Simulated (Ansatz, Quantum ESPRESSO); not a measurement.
# Work-function anisotropy of Ag, part 5 of 6

Wanted: work functions of Ag face by face, under two functionals.

Quantum ESPRESSO 7.5; plane-wave DFT, PBE, GBRV ultrasoft pseudopotentials; geometry and cross-check by Ansatz 0.2.0 with PAW datasets.

So far. Step 11 (Electrostatic potential of (100)): On (100) the work function under PBEsol lies +0.13 eV from PBE's. Step 12 (Geometry from Ansatz of (110)): The relaxation lowers the energy by 4 meV an atom. Held were the atoms numbered 3, 4 and 5; the forces quoted are those on the free ones.

### Step 13. Self-consistent run of (110), PBE

Level of this step: plane-wave DFT, PBE, GBRV ultrasoft pseudopotentials (Quantum ESPRESSO 7.5).

File 110.pbe.in:

```
&control
  prefix = '110.pbe'
  outdir = './out'
  pseudo_dir = './pseudo'
  calculation = 'scf'
  tprnfor = .true.
/
&system
  ibrav = 0
  nat = 7
  ntyp = 1
  ecutwfc = 40
  ecutrho = 200
  occupations = 'smearing'
  smearing = 'mv'
  degauss = 0.02
/
&electrons
  conv_thr = 1e-07
  mixing_beta = 0.4
  electron_maxstep = 120
  mixing_mode = 'local-TF'
/
ATOMIC_SPECIES
  Ag  107.8682  ag_pbe_v1.4.uspp.F.UPF
CELL_PARAMETERS angstrom
  4.09000000000000 0.00000000000000 0.00000000000000
  0.00000000000000 2.89206673510000 0.00000000000000
  0.00000000000000 0.00000000000000 24.67620020520000
ATOMIC_POSITIONS crystal
  Ag  -0.000000000000 0.000000000000 0.323380963322
  Ag  0.500000000000 0.500000000000 0.379141013591
  Ag  0.000000000000 0.000000000000 0.441399674400
  Ag  0.500000000000 0.500000000000 0.500000000000
  Ag  0.000000000000 0.000000000000 0.558600325600
  Ag  0.500000000000 0.500000000000 0.620858988668
  Ag  0.000000000000 0.000000000000 0.676619038753
K_POINTS automatic
  8 10 1 0 0 0
```

Started as:

```sh
$ OMP_NUM_THREADS=1 mpirun -n 4 pw.x -nk 4 -in 110.pbe.in > 110.pbe.out
```

What it wrote:

```text
[banner, memory and clock lines left out]
Program PWSCF v.7.5 starts

          URL

     Message from routine setup:
     using ibrav=0 with symmetry is DISCOURAGED, use correct ibrav instead

     G-vector sticks info

     bravais-lattice index     =            0
     lattice parameter (alat)  =       7.7290  a.u.
     unit-cell volume          =    1969.7291 (a.u.)^3
     number of atoms/cell      =            7
     number of atomic types    =            1
     number of electrons       =       133.00
     number of Kohn-Sham states=           80
     kinetic-energy cutoff     =      40.0000  Ry
     charge density cutoff     =     200.0000  Ry
     scf convergence threshold =      1.0E-07
     mixing beta               =       0.4000
     number of iterations used =            8  local-TF  mixing
     Exchange-correlation=  SLA  PW   PBX  PBC
                           (   1   4   3   4   0   0   0)

     celldm(1)=   7.728980  celldm(2)=   0.000000  celldm(3)=   0.000000
     celldm(4)=   0.000000  celldm(5)=   0.000000  celldm(6)=   0.000000

     crystal axes: (cart. coord. in units of alat)
               a(1) = (   1.000000   0.000000   0.000000 )
               a(2) = (   0.000000   0.707107   0.000000 )
               a(3) = (   0.000000   0.000000   6.033301 )

     reciprocal axes: (cart. coord. in units 2 pi/alat)
               b(1) = (  1.000000  0.000000  0.000000 )
               b(2) = (  0.000000  1.414214  0.000000 )
               b(3) = (  0.000000  0.000000  0.165747 )

     PseudoPot. # 1 for Ag read from file:
     ./pseudo/ag_pbe_v1.4.uspp.F.UPF
     Pseudo is Ultrasoft + core correction, Zval = 19.0
     Generated by new atomic code, or converted to UPF format
     Using radial grid of  887 points,  6 beta functions with:
                l(1) =   0
                l(2) =   0
                l(3) =   1
                l(4) =   1
                l(5) =   2
                l(6) =   2
     Q(r) pseudized with  6 coefficients,  rinner =    1.300   1.300   1.300
                                                       1.300   1.300

     atomic species   valence    mass     pseudopotential
     Ag               19.00   107.86820     Ag( 1.00)

      8 Sym. Ops., with inversion, found

   Cartesian axes

     site n.     atom                  positions (alat units)
         1        Ag     tau(   1) = (   0.0000000   0.0000000   1.9510546  )
         2        Ag     tau(   2) = (   0.5000000   0.3535534   2.2874718  )
         3        Ag     tau(   3) = (   0.0000000   0.0000000   2.6630970  )
         4        Ag     tau(   4) = (   0.5000000   0.3535534   3.0166504  )
         5        Ag     tau(   5) = (   0.0000000   0.0000000   3.3702038  )
         6        Ag     tau(   6) = (   0.5000000   0.3535534   3.7458290  )
         7        Ag     tau(   7) = (   0.0000000   0.0000000   4.0822462  )

     number of k points=    30  Marzari-Vanderbilt smearing, width (Ry)=  0.0200
                       cart. coord. in units 2pi/alat
        k(    1) = (   0.0000000   0.0000000   0.0000000), wk =   0.0250000
        k(    2) = (   0.0000000   0.1414214   0.0000000), wk =   0.0500000
        k(    3) = (   0.0000000   0.2828427   0.0000000), wk =   0.0500000
        k(    4) = (   0.0000000   0.4242641   0.0000000), wk =   0.0500000
        k(    5) = (   0.0000000   0.5656854   0.0000000), wk =   0.0500000
        k(    6) = (   0.0000000  -0.7071068   0.0000000), wk =   0.0250000
        k(    7) = (   0.1250000   0.0000000   0.0000000), wk =   0.0500000
        k(    8) = (   0.1250000   0.1414214   0.0000000), wk =   0.1000000
        k(    9) = (   0.1250000   0.2828427   0.0000000), wk =   0.1000000
        k(   10) = (   0.1250000   0.4242641   0.0000000), wk =   0.1000000
        k(   11) = (   0.1250000   0.5656854   0.0000000), wk =   0.1000000
        k(   12) = (   0.1250000  -0.7071068   0.0000000), wk =   0.0500000
        k(   13) = (   0.2500000   0.0000000   0.0000000), wk =   0.0500000
        k(   14) = (   0.2500000   0.1414214   0.0000000), wk =   0.1000000
        k(   15) = (   0.2500000   0.2828427   0.0000000), wk =   0.1000000
        k(   16) = (   0.2500000   0.4242641   0.0000000), wk =   0.1000000
        k(   17) = (   0.2500000   0.5656854   0.0000000), wk =   0.1000000
        k(   18) = (   0.2500000  -0.7071068   0.0000000), wk =   0.0500000
        k(   19) = (   0.3750000   0.0000000   0.0000000), wk =   0.0500000
        k(   20) = (   0.3750000   0.1414214   0.0000000), wk =   0.1000000
        k(   21) = (   0.3750000   0.2828427   0.0000000), wk =   0.1000000
        k(   22) = (   0.3750000   0.4242641   0.0000000), wk =   0.1000000
        k(   23) = (   0.3750000   0.5656854   0.0000000), wk =   0.1000000
        k(   24) = (   0.3750000  -0.7071068   0.0000000), wk =   0.0500000
        k(   25) = (  -0.5000000   0.0000000   0.0000000), wk =   0.0250000
        k(   26) = (  -0.5000000   0.1414214   0.0000000), wk =   0.0500000
        k(   27) = (  -0.5000000   0.2828427   0.0000000), wk =   0.0500000
        k(   28) = (  -0.5000000   0.4242641   0.0000000), wk =   0.0500000
        k(   29) = (  -0.5000000   0.5656854   0.0000000), wk =   0.0500000
        k(   30) = (  -0.5000000  -0.7071068   0.0000000), wk =   0.0250000

     Dense  grid:    94179 G-vectors     FFT dimensions: (  36,  25, 216)

     Smooth grid:    67079 G-vectors     FFT dimensions: (  32,  24, 192)

     Initial potential from superposition of free atoms

     starting charge     129.4997, renormalised to     133.0000

     negative rho (up, down):  4.540E-03 0.000E+00
     Starting wfcs are   91 randomized atomic wfcs

     per-process dynamical memory:   153.3 Mb

     Self-consistent Calculation

     iteration #  1     ecut=    40.00 Ry     beta= 0.40
     Davidson diagonalization with overlap
     ethr =  1.00E-02,  avg # of iterations =  6.7

     negative rho (up, down):  4.742E-02 0.000E+00

     total energy              =   -2069.23871145 Ry
     estimated scf accuracy    <      11.35094369 Ry

     iteration #  2     ecut=    40.00 Ry     beta= 0.40
     Davidson diagonalization with overlap
     ethr =  8.53E-03,  avg # of iterations =  1.0

     negative rho (up, down):  6.872E-02 0.000E+00

     total energy              =   -2068.93068608 Ry
     estimated scf accuracy    <       2.24895425 Ry

     iteration #  3     ecut=    40.00 Ry     beta= 0.40
     Davidson diagonalization with overlap
     ethr =  1.69E-03,  avg # of iterations =  2.0

     negative rho (up, down):  6.630E-02 0.000E+00

     total energy              =   -2069.25693253 Ry
[...]
k = 0.3750 0.5657 0.0000 (  8411 PWs)   bands (ev):

   -87.2979 -87.2713 -87.2685 -87.2462 -87.2462 -86.9526 -86.9526 -50.8299
   -50.8238 -50.7993 -50.7841 -50.7792 -50.7690 -50.7616 -50.7397 -50.7308
   -50.7260 -50.7243 -50.7136 -50.7136 -50.7051 -50.7016 -50.4862 -50.4862
   -50.4233 -50.4231 -50.4217 -50.4216  -1.3496  -1.2004  -0.9657  -0.9480
    -0.8868  -0.7632  -0.7191  -0.4759  -0.4203  -0.3337  -0.2726  -0.1619
    -0.1215   0.0437   0.0677   0.1421   0.2508   0.2946   0.3452   0.5601
     0.5997   0.6911   0.7610   1.0320   1.1184   1.1656   1.2323   1.3882
     1.3944   1.5713   1.6144   1.6181   1.6534   1.6757   1.7442   3.2351
     4.4482   5.5740   5.9277   6.7501   7.7192   8.2268   8.6970   9.1796
     9.6827  10.2503  10.2639  10.8204  11.0928  11.5275  12.0478  12.1814

          k = 0.3750-0.7071 0.0000 (  8368 PWs)   bands (ev):

   -87.2973 -87.2708 -87.2680 -87.2457 -87.2457 -86.9521 -86.9521 -50.8350
   -50.8318 -50.8048 -50.7864 -50.7832 -50.7707 -50.7550 -50.7494 -50.7319
   -50.7209 -50.7195 -50.7185 -50.7184 -50.7062 -50.7018 -50.4932 -50.4932
   -50.4230 -50.4228 -50.4210 -50.4210  -1.3883  -1.3039  -1.0414  -0.9684
    -0.9508  -0.8940  -0.8117  -0.5199  -0.4275  -0.3910  -0.3792  -0.2126
    -0.0938   0.0086   0.0781   0.1957   0.2678   0.3688   0.4046   0.5550
     0.6772   0.7241   0.7793   1.0719   1.1172   1.1591   1.2957   1.4258
     1.6357   1.6665   1.7603   1.7744   1.7828   1.7960   1.8773   4.8028
     4.8791   6.0707   6.1655   7.6023   7.6603   8.7491   8.8772   8.9610
     9.2954   9.7206   9.7865   9.9309  10.6237  10.8595  12.1682  12.2510

          k =-0.5000 0.0000 0.0000 (  8468 PWs)   bands (ev):

   -87.3030 -87.2765 -87.2736 -87.2514 -87.2513 -86.9578 -86.9578 -50.8253
   -50.8220 -50.7698 -50.7610 -50.7540 -50.7271 -50.7229 -50.7108 -50.7077
   -50.7073 -50.7051 -50.7037 -50.7016 -50.6849 -50.6848 -50.4284 -50.4284
   -50.4255 -50.4253 -50.4152 -50.4152  -1.5378  -1.4755  -1.2487  -1.2225
    -1.1066  -0.7965  -0.7275  -0.6546  -0.5220  -0.1211  -0.0626  -0.0430
     0.0249   0.0453   0.0775   0.0832   0.2704   0.3240   0.3935   0.4384
     0.4487   0.6073   0.7749   0.8556   0.9612   1.0241   1.2873   1.3483
     1.3508   1.5268   1.5281   1.5831   1.6635   1.7082   1.7099   1.7338
     1.7806   2.1022   2.5572   3.0747   3.8901   4.7447   5.7812   6.2892
     9.1890   9.6543   9.9551  10.1939  10.2281  10.9902  11.1796  11.2869

          k =-0.5000 0.1414 0.0000 (  8432 PWs)   bands (ev):

   -87.3025 -87.2759 -87.2731 -87.2508 -87.2508 -86.9572 -86.9572 -50.8227
   -50.8189 -50.7726 -50.7597 -50.7580 -50.7322 -50.7235 -50.7165 -50.7135
   -50.7093 -50.7062 -50.7054 -50.7004 -50.6910 -50.6905 -50.4276 -50.4275
   -50.4255 -50.4254 -50.4224 -50.4224  -1.3992  -1.3344  -1.0804  -1.0504
    -0.8966  -0.7443  -0.5646  -0.5583  -0.5493  -0.1094  -0.0913  -0.0682
    -0.0182   0.0130   0.0849   0.1118   0.1811   0.1966   0.3146   0.4521
     0.4568   0.5466   0.6870   0.8718   0.8988   0.9593   1.1237   1.1322
     1.2915   1.3541   1.3572   1.4287   1.4642   1.4891   1.6023   1.8838
     2.0403   2.5646   2.9275   3.5545   4.2704   5.2457   5.9636   6.5863
     9.3079   9.7956  10.1265  10.3719  10.4046  11.1752  11.3646  11.4552

          k =-0.5000 0.2828 0.0000 (  8458 PWs)   bands (ev):

   -87.3010 -87.2745 -87.2717 -87.2494 -87.2494 -86.9558 -86.9558 -50.8173
   -50.8107 -50.7865 -50.7703 -50.7595 -50.7384 -50.7330 -50.7318 -50.7188
   -50.7177 -50.7135 -50.7133 -50.7019 -50.6990 -50.6975 -50.4430 -50.4429
   -50.4258 -50.4258 -50.4240 -50.4240  -1.0525  -0.9836  -0.9395  -0.7708
    -0.6685  -0.5676  -0.3350  -0.3165  -0.3155  -0.2795  -0.1257  -0.1037
    -0.1021  -0.0399   0.0427   0.1431   0.2056   0.2586   0.4009   0.4284
     0.4352   0.4375   0.5410   0.5851   0.7632   0.7875   0.8564   0.8872
     0.9767   0.9892   1.2455   1.3613   1.3642   1.3841   1.5813   2.4687
     2.6237   3.2777   3.6366   4.4069   5.0937   6.3941   6.4615   7.4260
     9.6867  10.2427  10.6427  10.9060  10.9383  11.7281  11.9189  11.9610

          k =-0.5000 0.4243 0.0000 (  8444 PWs)   bands (ev):

   -87.2993 -87.2727 -87.2699 -87.2477 -87.2476 -86.9540 -86.9540 -50.8178
   -50.8096 -50.7992 -50.7789 -50.7740 -50.7536 -50.7512 -50.7364 -50.7268
   -50.7262 -50.7191 -50.7159 -50.7060 -50.7021 -50.7001 -50.4669 -50.4669
   -50.4237 -50.4237 -50.4232 -50.4231  -1.1706  -1.0589  -0.6968  -0.6750
    -0.5781  -0.5753  -0.5421  -0.3711  -0.2164  -0.2107  -0.1876  -0.1564
    -0.1108   0.0561   0.0799   0.1258   0.1339   0.2672   0.2895   0.4425
     0.5130   0.5686   0.6654   0.7867   0.8150   0.8564   0.9605   0.9868
     1.1359   1.1579   1.2883   1.3939   1.4085   1.4140   1.5869   3.2184
     3.3726   4.1683   4.5282   5.4188   6.1172   7.2330   7.8423   8.6767
    10.3787  11.0241  11.5085  11.7880  11.8098  11.8586  11.9603  12.5511

          k =-0.5000 0.5657 0.0000 (  8390 PWs)   bands (ev):

   -87.2979 -87.2713 -87.2685 -87.2462 -87.2462 -86.9526 -86.9526 -50.8295
   -50.8293 -50.7926 -50.7892 -50.7722 -50.7712 -50.7703 -50.7384 -50.7292
   -50.7255 -50.7203 -50.7162 -50.7124 -50.7040 -50.7021 -50.4858 -50.4857
   -50.4225 -50.4222 -50.4221 -50.4221  -1.3713  -1.2816  -0.8975  -0.7581
    -0.7485  -0.6289  -0.4850  -0.4647  -0.4125  -0.2084  -0.2024  -0.1728
    -0.1440  -0.1377  -0.0258   0.0622   0.1077   0.1786   0.2440   0.5413
     0.6149   0.6826   0.8400   0.9615   1.0185   1.0187   1.3376   1.4689
     1.4954   1.5056   1.5365   1.6030   1.6064   1.6172   1.7409   4.2106
     4.3394   5.3704   5.6696   6.7411   7.3642   8.3652   9.3405   9.5240
     9.5887  10.0735  10.1529  10.5230  10.9587  11.5034  11.5885  11.6954

          k =-0.5000-0.7071 0.0000 (  8312 PWs)   bands (ev):

   -87.2973 -87.2708 -87.2680 -87.2457 -87.2457 -86.9521 -86.9521 -50.8369
   -50.8351 -50.7999 -50.7875 -50.7779 -50.7763 -50.7618 -50.7480 -50.7289
   -50.7204 -50.7204 -50.7160 -50.7151 -50.7079 -50.7017 -50.4927 -50.4926
   -50.4223 -50.4219 -50.4214 -50.4213  -1.4465  -1.3623  -0.9808  -0.8272
    -0.8135  -0.7247  -0.5871  -0.4737  -0.4548  -0.2563  -0.2560  -0.1517
    -0.1434  -0.1364  -0.0914   0.0576   0.0988   0.1815   0.3658   0.5377
     0.6417   0.6866   0.9276   0.9423   1.0039   1.0478   1.3931   1.4922
     1.6954   1.7101   1.7242   1.7725   1.7866   1.8106   1.8754   4.9393
     5.0381   6.3821   6.5853   8.1286   8.3310   8.3906   8.5065   8.6158
     8.8371   9.1351   9.9050  10.0348  10.0650  11.1784  11.2398  11.7471

     the Fermi energy is     4.6612 ev

!    total energy              =   -2069.24979129 Ry
     estimated scf accuracy    <       0.00000002 Ry
     smearing contrib. (-TS)   =      -0.00060430 Ry
     internal energy E=F+TS    =   -2069.24918698 Ry

     The total energy is F=E-TS. E is the sum of the following terms:
     one-electron contribution =  -14995.01616927 Ry
     hartree contribution      =    7504.36107989 Ry
     xc contribution           =    -202.75803949 Ry
     ewald contribution        =    5624.16394188 Ry

     convergence has been achieved in  14 iterations

     negative rho (up, down):  3.681E-03 0.000E+00

     Forces acting on atoms (cartesian axes, Ry/au):

     atom    1 type  1   force =     0.00000000    0.00000000    0.00018792
     atom    2 type  1   force =     0.00000000    0.00000000   -0.00040786
     atom    3 type  1   force =     0.00000000    0.00000000   -0.00536857
     atom    4 type  1   force =     0.00000000    0.00000000    0.00000000
     atom    5 type  1   force =     0.00000000    0.00000000    0.00536857
     atom    6 type  1   force =     0.00000000    0.00000000    0.00040786
     atom    7 type  1   force =     0.00000000    0.00000000   -0.00018792

     Total force =     0.007619     Total SCF correction =     0.001717
     SCF correction compared to forces is large: reduce conv_thr to get better values

     XML data file, charge density, pseudopotentials, collected wavefunctions

                                        0.00s GPU  (     674 calls)
```

Run time: 2.2 min. Hardware: 4 MPI ranks of Arm Neoverse V2, shared host; peak memory 1.1 GiB.

Numbers from this step:

* free energy: -28153.5777 eV
* Fermi energy: 4.661 eV

### Step 14. Electrostatic potential of (110)

File 110.pbe.pot.in:

```
&inputpp
  prefix = '110.pbe'
  outdir = './out'
  filplot = '110.pbe.pot.dat'
  plot_num = 11
/
```

Started as:

```sh
$ OMP_NUM_THREADS=1 mpirun -n 4 pp.x -in 110.pbe.pot.in > 110.pbe.pot.out
```

What it wrote:

```text
[banner, memory and clock lines left out]
Program POST-PROC v.7.5 starts

          URL

     ./out/110.pbe.save/

     IMPORTANT: XC functional enforced from input :
     Exchange-correlation= PBE
                           (   1   4   3   4   0   0   0)
     Any further DFT definition will be discarded
     Please, verify this is what you really want

     negative rho (up, down):  3.681E-03 0.000E+00

     Calling punch_plot, plot_num =  11
     Writing data to file  110.pbe.pot.dat
     Message from routine chdens:
     namelist plot not found or invalid, exiting
```

It took 0.86 s on 4 MPI ranks; peak memory 0.11 GiB.

Numbers from this step:

* work function of the upper face: 4.159 eV
* slope of the potential above: 2.32e-4 eV/Å
* upper vacuum line continued to the top atoms, over the Fermi level: 4.157 eV
* work function of the lower face: 4.159 eV
* slope of the potential below: -1.65e-4 eV/Å
* lower vacuum line continued to the bottom atoms, over the Fermi level: 4.158 eV

The potential energy, planar mean oscillates, so the rows of the table below give means over windows of 1.49 Å about each position, cut where the curve ends. Its maxima inside the range that stand out by 2 % of the span (Å: eV): 8.7: -5.66, 10.2: -3.80, 11.7: -4.88, 13.0: -4.88, 14.5: -3.80, 16.0: -5.66. Its minima: 8.0: -12.7, 9.4: -13.1, 10.9: -12.9, 12.3: -13.1, 13.8: -12.9, 15.3: -13.1, 16.7: -12.7.

Electrostatic potential energy of an electron; zero at the Fermi level. Potential energy, planar mean against z; means over each step:

| z (Å) | potential energy, planar mean (eV) |
| --- | --- |
| 0.74 | 4.16 |
| 2.23 | 4.16 |
| 3.72 | 4.16 |
| 5.21 | 4.12 |
| 6.70 | 2.24 |
| 8.19 | -8.65 |
| 9.68 | -8.34 |
| 11.17 | -8.74 |
| 12.66 | -8.84 |
| 14.15 | -8.24 |
| 15.64 | -9.21 |
| 17.13 | -5.36 |
| 18.62 | 3.82 |
| 20.11 | 4.15 |
| 21.60 | 4.16 |
| 23.09 | 4.16 |

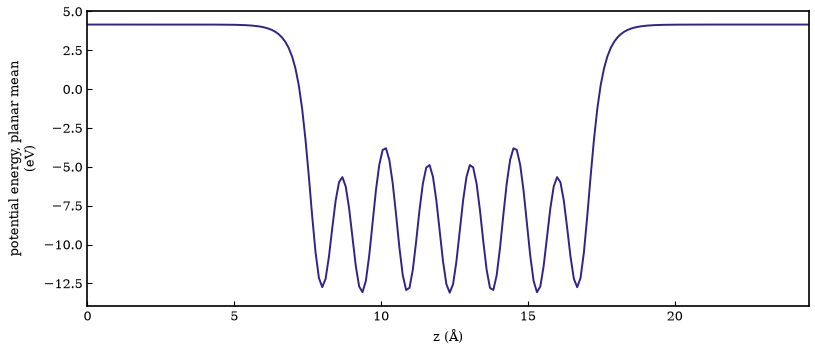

Potential energy, planar mean against z.

[end of part 5 of 6]

[Logs are printed without paths, hosts, clocks, repeated set-up lines and the standing remarks that a program may print on its own settings, such as how far it seeks lower states.]

[Hosts, paths, dates, database ids (printed as entryN), source tags and the programs' standing remarks are cut or masked in the printed files.]

[Maps of the electrostatic potential energy from Ansatz leave out the sawtooth potential of an applied field or a dipole correction, so their vacuum need not be flat; planar profiles and work functions include it.]
